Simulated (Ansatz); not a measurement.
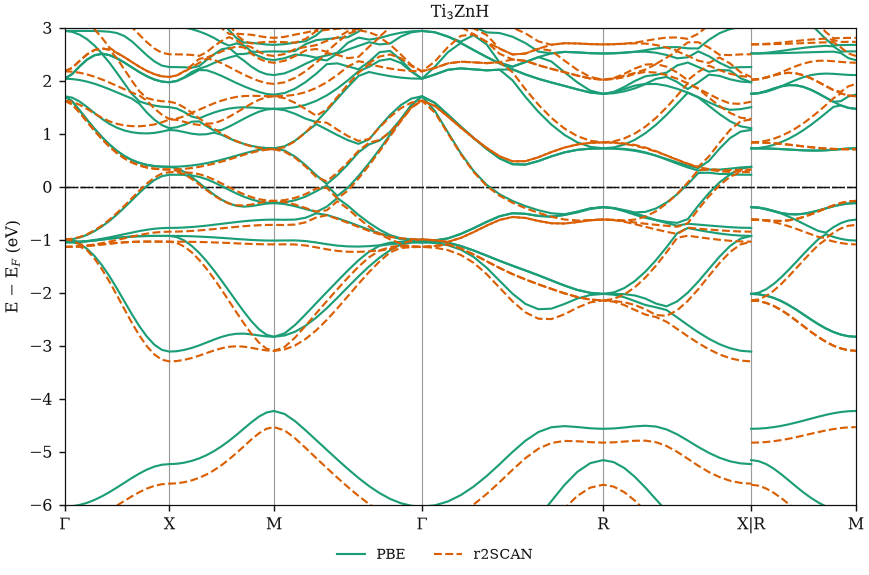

Band structures of Ti3ZnH, space group Pm-3m, 5 atoms in the cell, by two methods on the same cell. Each is counted from its own Fermi level.

**How do the methods compare?**

Both give a metal. The 8 bands that come within 1 eV of the Fermi level differ by 0.09 eV on average and by 0.27 eV at most (at M).

Settings. PBE: DFT PBE, scalar-relativistic, plane waves, PAW, no spin polarisation, 10×10×10 k mesh, 420 eV cutoff, Gaussian smearing of 0.1 eV (Ansatz). r2SCAN: DFT r2SCAN, scalar-relativistic, plane waves, PAW, no spin polarisation, 10×10×10 k mesh, 500 eV cutoff (Ansatz).

The structure is an invented one, so it need not be a known or stable phase.
